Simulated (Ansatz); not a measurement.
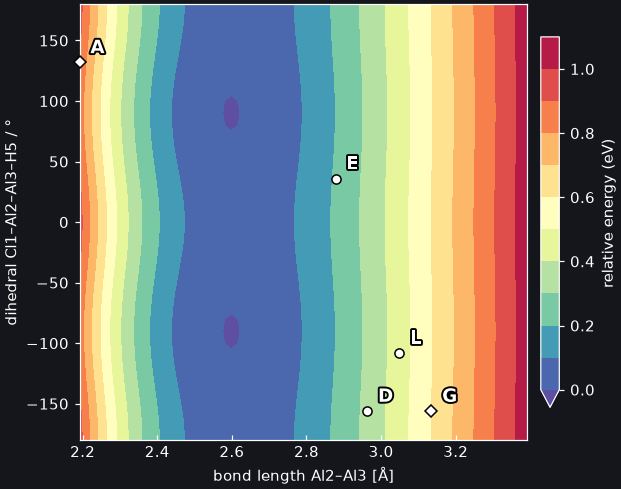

Al₂ClH₃, SMILES [AlH2][AlH][Cl]. The first coordinate is: bond length Al2–Al3; the second: dihedral Cl1–Al2–Al3–H5. Nothing is relaxed (all other coordinates rigid). The grid has 15 × 15 points; 120 points were computed and 105 follow by symmetry. Energies: eV, counted from the lowest grid point. Computed with Ansatz, RHF-MP2, frozen core/def2-TZVP.

Drawn: filled contours, lettered points. Between grid points the surface is interpolated.

> Is G the lowest point of the computed grid?

No. G lies 0.60 eV above the lowest grid point, which is at bond length Al2–Al3 = 2.620 Å, dihedral Cl1–Al2–Al3–H5 = −84°.

> Rank the lettered points by energy, lowest first.

E (0.21 eV), D (0.33 eV), L (0.45 eV), G (0.60 eV), A (0.89 eV).
